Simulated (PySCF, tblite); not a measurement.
# C8H13BO: geometry, infrared bands and NMR shifts

Wanted: the infrared bands and NMR shifts of C8H13BO (`C#C[C@@H]1CCB[C@H]1COC`), by calculation.

The runs use tblite 0.8.0 and PySCF 2.14.0, with density-fitted response routines of our own; the level of theory stands in each step. All values are computed, except where a source is named. Atoms are numbered from 0 throughout.

## (1) The molecule as given

23 atoms, charge 0, multiplicity 1; geometry from: force field or distance geometry start.

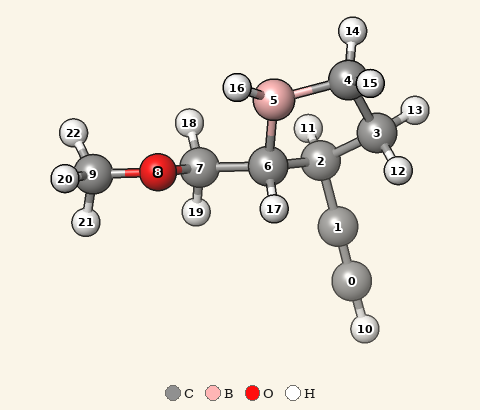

The starting geometry (carbon grey, boron pink, oxygen red, hydrogen white), atoms numbered.

## (2) Relaxing the molecule with GFN2-xTB

The job: settings as JSON, then the geometry in Å.

```
{"job": {"kind": "relax", "xc": "GFN2-xTB", "basis": "xTB"}, "charge": 0, "multiplicity": 1}
C     -1.897500     2.598900    -1.347200
C     -1.638000     1.472500    -0.997600
C     -1.299700     0.104700    -0.542200
C     -2.307200    -0.349400     0.486600
C     -1.638300    -1.463400     1.294500
B     -0.097100    -1.193600     1.103300
C     -0.036500     0.138200     0.237900
C      1.212600     0.039300    -0.618500
O      2.273500     0.073300     0.288400
C      3.499700    -0.004200    -0.308500
H     -2.149900     3.592500    -1.656900
H     -1.283600    -0.579500    -1.412900
H     -2.531000     0.463000     1.205700
H     -3.232000    -0.749100     0.031000
H     -1.899000    -2.457300     0.894000
H     -1.861500    -1.344900     2.379500
H      0.800700    -1.496300     1.848300
H      0.050100     1.025700     0.891000
H      1.215900    -0.892700    -1.219500
H      1.224400     0.929100    -1.277800
H      4.265600     0.047100     0.521200
H      3.614200     0.957600    -0.897000
H      3.709700    -0.884500    -0.893200
```

Run with:

```sh
$ OMP_NUM_THREADS=1 python probes_run.py task.json out
```

This one command runs all jobs of the session in turn.

**Question.** This job is followed by: GFN2-xTB harmonic vibrations, gas phase; GIAO PBE0/pcSseg-1 NMR shielding, non-relativistic, gas phase. What will the session give for the following? strongest single infrared mode (GFN2-xTB); zero-point energy (GFN2-xTB); 13C shifts against TMS (PBE0/pcSseg-1); 1H shifts against TMS (PBE0/pcSseg-1, means over atoms taken as alike); 11B shifts against BF3·OEt2 (PBE0/pcSseg-1); 17O shifts against H2O (PBE0/pcSseg-1); surface potential, least and greatest.

**Answer**, as computed:

| quantity | value |
| --- | --- |
| strongest single infrared mode (GFN2-xTB) | 2700 cm⁻¹, 119 km/mol |
| zero-point energy (GFN2-xTB) | 118.5 kcal/mol |
| 13C shifts against TMS (PBE0/pcSseg-1) | 93.8, 76.0, 74.7, 61.4, 58.8, 38.7, 35.5, 32.9 ppm |
| 1H shifts against TMS (PBE0/pcSseg-1, means over atoms taken as alike) | 8.16, 4.07, 3.63, 3.09, 2.48, 2.10, 1.97, 1.77, 1.72, 1.55, 1.05 ppm |
| 11B shifts against BF3·OEt2 (PBE0/pcSseg-1) | 93.7 ppm |
| 17O shifts against H2O (PBE0/pcSseg-1) | 27.3 ppm |
| surface potential, least and greatest | -1.47 V and 1.28 V |

What this shows: The optimisation took 76 steps and gained 0.762 eV; among the close pairs (by a distance rule), C2–C6 changed most, from 1.485 to 1.549 Å. No mode is imaginary among the 63: a minimum at this level. The strongest single mode, at 2700 cm⁻¹, moves mainly H16. GFN2-xTB is a fitted tight-binding method: band positions and strengths are rough. Its intensities can rank the bands wrongly. At PBE0/pcSseg-1: The widest tensor belongs to C1: span 309 ppm, with a paramagnetic part of -164 ppm. At PBE0/pcSseg-1, counted by nearest atom on the grid, the HOMO lies on O8 58 %; H18, H19 about 8 % each, the LUMO on B5 52 %; H16 15 %.
